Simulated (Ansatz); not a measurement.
# C39H30N2: one molecule under many settings, part 2 of 2

Ansatz 0.2.0, Gaussian basis; the settings change from run to run.

### Step 5. SVWN5/def2-SVP

This run has density fitting with def2-universal-jkfit, finite nuclei.

in.yaml reads:

```yaml
crystal:
  periodic: [false, false, false]
  atoms:
    - {symbol: C, position_ang: [12.896519, 1.514360, 0.649858]}
    - {symbol: N, position_ang: [12.183682, 0.282342, 0.896884]}
    - {symbol: C, position_ang: [12.907804, -0.918819, 1.243368]}
    - {symbol: C, position_ang: [10.809921, 0.252444, 0.800982]}
    - {symbol: C, position_ang: [10.075722, -0.931685, 1.064206]}
    - {symbol: C, position_ang: [8.689288, -0.951573, 0.960604]}
    - {symbol: C, position_ang: [7.948027, 0.189931, 0.598947]}
    - {symbol: C, position_ang: [6.477358, 0.157255, 0.493233]}
    - {symbol: C, position_ang: [5.694126, 1.293826, 0.779950]}
    - {symbol: C, position_ang: [4.306108, 1.263388, 0.678461]}
    - {symbol: C, position_ang: [3.626636, 0.094275, 0.284510]}
    - {symbol: C, position_ang: [2.154139, 0.061966, 0.174523]}
    - {symbol: C, position_ang: [1.338317, 0.818331, 1.038841]}
    - {symbol: C, position_ang: [-0.049733, 0.786259, 0.935820]}
    - {symbol: C, position_ang: [-0.691652, -0.000718, -0.039841]}
    - {symbol: C, position_ang: [-2.164318, -0.033993, -0.151386]}
    - {symbol: C, position_ang: [-2.986640, 0.075179, 0.987073]}
    - {symbol: C, position_ang: [-4.374352, 0.038873, 0.881981]}
    - {symbol: C, position_ang: [-5.008015, -0.103555, -0.367525]}
    - {symbol: C, position_ang: [-6.480314, -0.142804, -0.479851]}
    - {symbol: C, position_ang: [-7.274545, -0.721551, 0.529635]}
    - {symbol: C, position_ang: [-8.661905, -0.759691, 0.423734]}
    - {symbol: C, position_ang: [-9.321480, -0.224303, -0.699481]}
    - {symbol: C, position_ang: [-10.793218, -0.268509, -0.814288]}
    - {symbol: C, position_ang: [-11.419079, -0.417055, -2.068867]}
    - {symbol: C, position_ang: [-12.804152, -0.460198, -2.184406]}
    - {symbol: C, position_ang: [-13.611239, -0.354933, -1.034453]}
    - {symbol: C, position_ang: [-15.035633, -0.398711, -1.145545]}
    - {symbol: N, position_ang: [-16.197622, -0.434388, -1.236120]}
    - {symbol: C, position_ang: [-13.000277, -0.205764, 0.226221]}
    - {symbol: C, position_ang: [-11.613999, -0.164046, 0.327239]}
    - {symbol: C, position_ang: [-8.528887, 0.353775, -1.709897]}
    - {symbol: C, position_ang: [-7.141862, 0.395283, -1.601295]}
    - {symbol: C, position_ang: [-4.186728, -0.209135, -1.506573]}
    - {symbol: C, position_ang: [-2.799070, -0.177380, -1.400698]}
    - {symbol: C, position_ang: [0.123049, -0.755738, -0.905616]}
    - {symbol: C, position_ang: [1.510804, -0.726614, -0.799617]}
    - {symbol: C, position_ang: [4.406926, -1.042816, -0.001691]}
    - {symbol: C, position_ang: [5.794854, -1.011910, 0.099955]}
    - {symbol: C, position_ang: [8.682321, 1.363937, 0.342292]}
    - {symbol: C, position_ang: [10.069081, 1.404687, 0.434761]}
    - {symbol: H, position_ang: [13.970362, 1.348454, 0.802502]}
    - {symbol: H, position_ang: [12.577550, 2.321769, 1.335332]}
    - {symbol: H, position_ang: [12.753334, 1.880184, -0.384764]}
    - {symbol: H, position_ang: [13.984452, -0.707584, 1.236419]}
    - {symbol: H, position_ang: [12.641569, -1.292074, 2.250506]}
    - {symbol: H, position_ang: [12.718413, -1.737352, 0.524205]}
    - {symbol: H, position_ang: [10.590526, -1.844671, 1.367098]}
    - {symbol: H, position_ang: [8.163080, -1.880387, 1.200487]}
    - {symbol: H, position_ang: [6.184319, 2.215244, 1.107025]}
    - {symbol: H, position_ang: [3.735272, 2.171890, 0.891798]}
    - {symbol: H, position_ang: [1.802388, 1.428513, 1.818892]}
    - {symbol: H, position_ang: [-0.650120, 1.399760, 1.613798]}
    - {symbol: H, position_ang: [-2.527522, 0.170469, 1.975107]}
    - {symbol: H, position_ang: [-4.981663, 0.142000, 1.785853]}
    - {symbol: H, position_ang: [-6.791740, -1.184153, 1.394954]}
    - {symbol: H, position_ang: [-9.244054, -1.251814, 1.208143]}
    - {symbol: H, position_ang: [-10.805429, -0.529132, -2.966678]}
    - {symbol: H, position_ang: [-13.274569, -0.586486, -3.162609]}
    - {symbol: H, position_ang: [-13.623487, -0.113240, 1.119069]}
    - {symbol: H, position_ang: [-11.155118, -0.019314, 1.308906]}
    - {symbol: H, position_ang: [-9.010767, 0.815302, -2.576590]}
    - {symbol: H, position_ang: [-6.559010, 0.888259, -2.384329]}
    - {symbol: H, position_ang: [-4.644661, -0.338711, -2.491412]}
    - {symbol: H, position_ang: [-2.191888, -0.246354, -2.307681]}
    - {symbol: H, position_ang: [-0.341628, -1.392851, -1.663648]}
    - {symbol: H, position_ang: [2.112679, -1.313332, -1.499354]}
    - {symbol: H, position_ang: [3.913739, -1.974851, -0.292897]}
    - {symbol: H, position_ang: [6.367389, -1.909784, -0.149618]}
    - {symbol: H, position_ang: [8.155179, 2.269868, 0.028388]}
    - {symbol: H, position_ang: [10.581423, 2.340177, 0.205184]}
basis:
  gaussian: {orbitals: def2-SVP, fitting: {mean_field: def2-universal-jkfit}, nuclear_model: gaussian}
hamiltonian: {xc: {name: SVWN5}}
scf: {omitted_lower_state_checks: [starts]}
output: {forces: true}
```

Launch:

```bash
> ansatz run in.yaml --threads 2 --pin off --events-out ev --progress --plain --max-ram 32768MiB --backend cuda --devices 0, --max-vram 18GiB
```

Standard output, cut to the lines that bear on the results:

```text
Functional definition: SVWN5
  name "SVWN5"
  cite "Dirac, Proc. Camb. Phil. Soc. 26, 376 (1930) doi:10.1017/S0305004100016108"
  cite "Slater, Phys. Rev. 81, 385 (1951) doi:10.1103/PhysRev.81.385"
  cite "Vosko, Wilk & Nusair, Can. J. Phys. 58, 1200 (1980) doi:10.1139/p80-159"
[...]
3619 factors; integrals over basis functions are off by at most 2.3e-1 eV
[...]
mean field -43484.12146344 eV, -1598.0119891853 hartree, gradient 1.4e-5 eV, S^2 0.000000; 0 other end points of the search recorded, 0 dependent functions left out
[...]
reference -43484.12155944 eV, -1598.0119927131 hartree; 139, 139 occupied and 585, 585 virtual orbitals, 3619 factors
Total energy: -43484.12155944 eV, -1598.0119927131 hartree
Atom 0 at    12.896519     1.514360     0.649858 Å, force    -0.506383    -0.727731     0.131312 eV/Å
[...]
Atom 62 at    -6.559010     0.888259    -2.384329 Å, force     0.219477     0.141316    -0.242739 eV/Å
Atom 63 at    -4.644661    -0.338711    -2.491412 Å, force    -0.179525    -0.030638    -0.305705 eV/Å
Atom 64 at    -2.191888    -0.246354    -2.307681 Å, force     0.227270    -0.031419    -0.274166 eV/Å
Atom 65 at    -0.341628    -1.392851    -1.663648 Å, force    -0.181241    -0.188045    -0.241899 eV/Å
Atom 66 at     2.112679    -1.313332    -1.499354 Å, force     0.225568    -0.186939    -0.204527 eV/Å
Atom 67 at     3.913739    -1.974851    -0.292897 Å, force    -0.189287    -0.282130    -0.102279 eV/Å
Atom 68 at     6.367389    -1.909784    -0.149618 Å, force     0.216802    -0.276714    -0.063004 eV/Å
Atom 69 at     8.155179     2.269868     0.028388 Å, force    -0.204766     0.275131    -0.086314 eV/Å
Atom 70 at    10.581423     2.340177     0.205184 Å, force     0.213011     0.294979    -0.067297 eV/Å
Dipole moment:     2.154410     0.055627     0.160361 e Å
Checks for a lower state left out: starts
```

It took 8.5 s on 1 × H100 (card shared with other runs) with 2 threads of AMD EPYC 7R13, shared host.

Largest force 0.902 eV/Å, dipole 10.38 D.

### Step 6. All runs side by side

```
           level  charge  multiplicity  geometry  functions  energy (eV)   time
   PBEsol/6-31G*       0             3   relaxed        675   -43670.281   12 s
r2SCAN50/cc-pVDZ       0             1   relaxed        724   -43882.701   13 s
 B97M-V/def2-SVP       0             1    shaken        724   -43878.494   13 s
  SVWN5/def2-SVP       0             1   relaxed        724   -43484.122  8.5 s
```

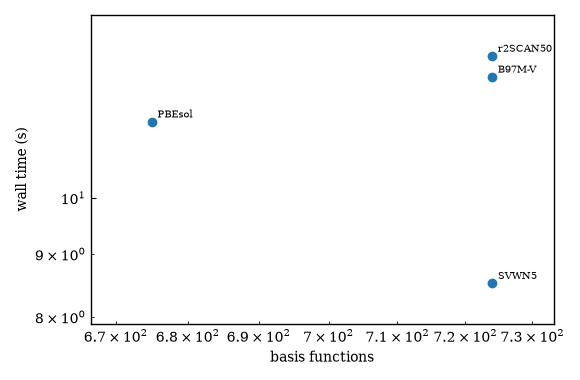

Wall time against the number of basis functions (shared host).

### Step 7. Results

What follows sums up all 2 parts.

```
                                         quantity                   value
                                             runs                       4
                                         quickest   SVWN5/def2-SVP, 8.5 s
                                          slowest  r2SCAN50/cc-pVDZ, 13 s
spread of total energies, same state and geometry                398.6 eV
                  dipole, same state and geometry         9.46 to 10.38 D
```

The times lie within a factor of two. The totals spread over 399 eV; they can't be compared across methods or bases. At the r2SCAN-D4/def2-SVP geometry and in the same state, runs without warnings or point charges leave forces up to 2.19 eV/Å (r2SCAN50/cc-pVDZ), against 11.6 eV/Å where the atoms were moved.
